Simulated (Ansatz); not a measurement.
# CH5NSSi: basis-set convergence

How large a basis does CH5NSSi need? Two functionals are run in growing sets.

Computed with Ansatz 0.2.0, Gaussian basis. Level: one geometry, several basis sets.

Levels to be run: PBE0-D4/def2-SVP; ωB97M-V/def2-SVP; PBE0-D4/def2-QZVPP; ωB97M-V/def2-QZVPP; the functionals' def2-TZVPP values are taken from earlier runs.

**1. The relaxed structure**

The geometry comes from an earlier relaxation with PBE0-D4 in a triple-zeta def2 set; it is a stationary point, not always the lowest conformer.

SMILES `NC([SiH3])=S`, 9 atoms, charge 0, spin multiplicity 1.

Atoms are counted from 1 here; the program's logs count them from 0.

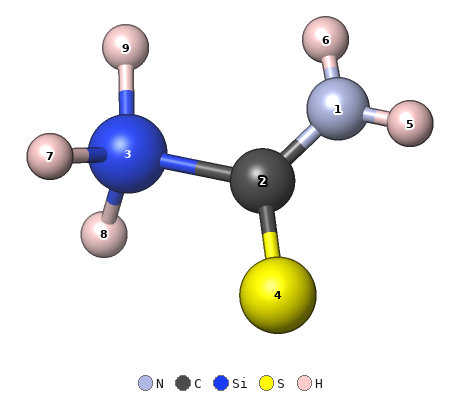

The structure; nitrogen light blue, carbon dark grey, silicon blue, sulfur yellow, hydrogen pink; atoms are numbered from 1 in the order of the file.

Coordinates:

```xyz
9

N    -0.22888    1.39058   -0.63058
C     0.00140    0.07845   -0.71687
Si    0.16750   -0.94937    0.86337
S     0.15732   -0.73964   -2.13281
H    -0.31691    1.93602   -1.47592
H    -0.31843    1.85501    0.25701
H     1.51598   -1.55873    0.88939
H    -0.89021   -1.98449    0.86556
H     0.00084   -0.07422    2.06375
```

**2. PBE0-D4 in def2-SVP**

The input, in.yaml:

```yaml
crystal:
  periodic: [false, false, false]
  atoms:
    - {symbol: N, position_ang: [-0.228881, 1.390578, -0.630580]}
    - {symbol: C, position_ang: [0.001400, 0.078450, -0.716868]}
    - {symbol: Si, position_ang: [0.167501, -0.949365, 0.863365]}
    - {symbol: S, position_ang: [0.157323, -0.739640, -2.132814]}
    - {symbol: H, position_ang: [-0.316913, 1.936017, -1.475916]}
    - {symbol: H, position_ang: [-0.318434, 1.855005, 0.257013]}
    - {symbol: H, position_ang: [1.515978, -1.558730, 0.889394]}
    - {symbol: H, position_ang: [-0.890214, -1.984492, 0.865560]}
    - {symbol: H, position_ang: [0.000838, -0.074222, 2.063748]}
basis:
  gaussian: {orbitals: def2-SVP}
hamiltonian: {xc: pbe0, dispersion: d4}
output: {orbitals: {seedname: orbitals}}
```

Launch:

```bash
$ ansatz run in.yaml --threads 2 --pin off --events-out ev --progress --plain --max-ram 4352MiB
```

The runs that follow: ωB97M-V in def2-SVP; PBE0-D4 in def2-QZVPP; ωB97M-V in def2-QZVPP.

**Question.** What will the summary of the whole plan be? Wanted: PBE0-D4: double and triple zeta above quadruple; ωB97M-V: double and triple zeta above quadruple.

The runs gave:

| quantity | value |
| --- | --- |
| PBE0-D4: double and triple zeta above quadruple | 10.20, 0.75 eV |
| ωB97M-V: double and triple zeta above quadruple | 10.28, 0.70 eV |

What this shows: For PBE0-D4 the step from double to triple zeta gains 9.45 eV and the next only 0.75 eV. These are total energies; as a rule much of such shifts cancels in differences, which this series doesn't test.
